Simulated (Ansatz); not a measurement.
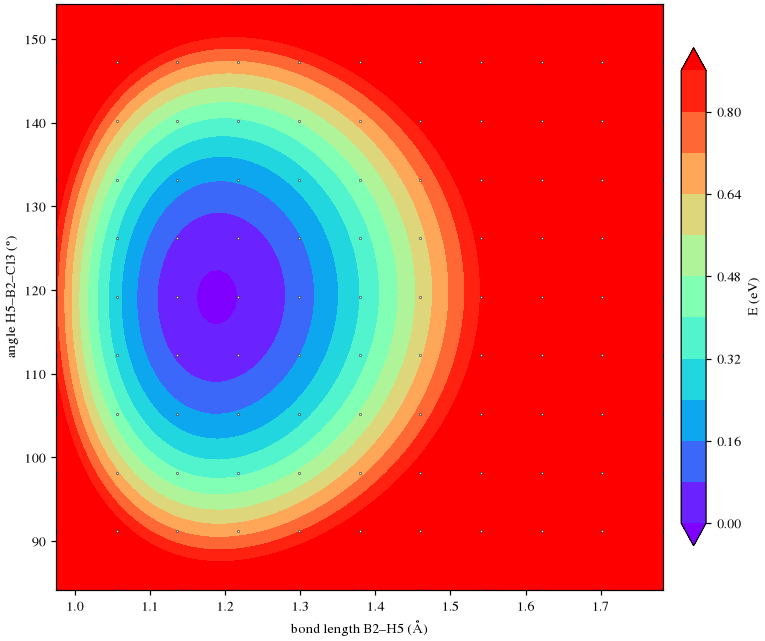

BClH2O, SMILES OBCl. 
- The first coordinate is: bond length B2–H5; the second: angle H5–B2–Cl3.
- Nothing is relaxed (all other coordinates rigid).
- The scan uses an 11 × 11 grid.
- Points are written as (first, second).
- Energies: eV, counted from the lowest grid point.
- The reference is spin-restricted, which grows unreliable where a bond is stretched far.
- Computed with RKS PBE0-D4/def2-TZVP (Ansatz).

The picture shows filled contours, dots at the grid points, one colour for all values above the top of the scale. Between grid points the surface is interpolated.

Question: Estimate the position of the minimum and the force constants in these coordinates.

Answer: The interpolated minimum is at bond length B2–H5 ≈ 1.189 Å, angle H5–B2–Cl3 ≈ 119.2°. The curvatures there are about 25 eV/Å² and 5.6 eV/rad², with a cross term of about −0.2 eV/(Å·rad). Round the minimum the two coordinates are nearly uncoupled.
